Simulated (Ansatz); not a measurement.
A computed series for ZnO: response to strain

The reference is ZnO in the wurtzite structure (space group P6_3mc, No. 186; a = 3.1869 Å, c = 5.1526 Å).

Strains are applied to the cell and any free atomic positions relax.

Computed with LDA, PAW, 420 eV (Ansatz, a program for electronic structure; without spin-orbit coupling).

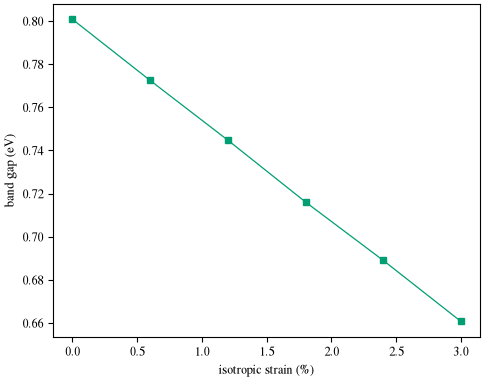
Band gap against isotropic strain

Question: From the plot, what is the band gap for isotropic strain +1.20 %?

Answer: About 0.74 eV.

Question: Is the trend monotonic over the range shown?

Answer: Yes, it falls throughout, spanning 0.66 eV to 0.80 eV.

Whether these cells are dynamically stable was not tested.
